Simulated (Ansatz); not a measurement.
System (SMILES): [SH] (SH), doublet.
Atoms: S1, H2. Bonds: S1-H2.

Basis-set convergence of the optimised S1-H2 bond length at HF with Ansatz (a program for electronic structure). Cartesian d functions, on some or all atoms, in 6-31G**, 6-31+G*; all else is spherical. The program fits the integrals of some runs and decomposes those of others, by size. Open shells are unrestricted. No added dispersion term, no relativity. Reference: the value in aug-cc-pV(5+d)Z, 1.3293 Å, itself unsure by roughly 0.0003 Å (its mean distance from pcseg-4, aug-pcseg-3, aug-cc-pV(Q+d)Z). Deviations are taken from unrounded values.

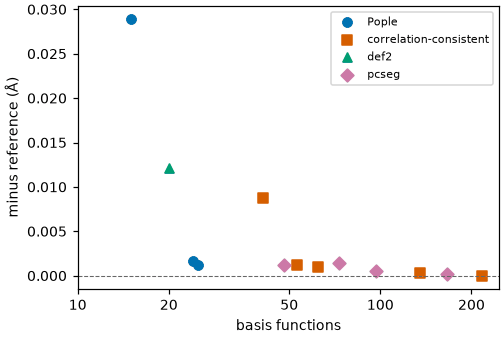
Figure. Deviation from the reference against the number of basis functions, by family of sets.

```json
[
 {"basis": "3-21G", "functions": "15", "optimised S1-H2 bond length (Å)": "1.3582", "minus reference (Å)": "0.0289"},
 {"basis": "def2-SV(P)", "functions": "20", "optimised S1-H2 bond length (Å)": "1.3414", "minus reference (Å)": "0.0122"},
 {"basis": "6-31G**", "functions": "24", "optimised S1-H2 bond length (Å)": "1.3309", "minus reference (Å)": "0.0016"},
 {"basis": "6-31+G*", "functions": "25", "optimised S1-H2 bond length (Å)": "1.3304", "minus reference (Å)": "0.0012"},
 {"basis": "aug-cc-pV(D+d)Z", "functions": "41", "optimised S1-H2 bond length (Å)": "1.3380", "minus reference (Å)": "0.0087"},
 {"basis": "pcseg-2", "functions": "48", "optimised S1-H2 bond length (Å)": "1.3305", "minus reference (Å)": "0.0012"},
 {"basis": "cc-pV(T+d)Z", "functions": "53", "optimised S1-H2 bond length (Å)": "1.3305", "minus reference (Å)": "0.0012"},
 {"basis": "jun-cc-pV(T+d)Z", "functions": "62", "optimised S1-H2 bond length (Å)": "1.3302", "minus reference (Å)": "0.0010"},
 {"basis": "aug-pcseg-2", "functions": "73", "optimised S1-H2 bond length (Å)": "1.3307", "minus reference (Å)": "0.0014"},
 {"basis": "pcseg-3", "functions": "97", "optimised S1-H2 bond length (Å)": "1.3298", "minus reference (Å)": "0.0005"},
 {"basis": "aug-cc-pV(Q+d)Z", "functions": "135", "optimised S1-H2 bond length (Å)": "1.3296", "minus reference (Å)": "0.0003"},
 {"basis": "pcseg-4", "functions": "166", "optimised S1-H2 bond length (Å)": "1.3295", "minus reference (Å)": "0.0002"},
 {"basis": "aug-cc-pV(5+d)Z", "functions": "216", "optimised S1-H2 bond length (Å)": "1.3293", "minus reference (Å)": "0.0000"}
]
```
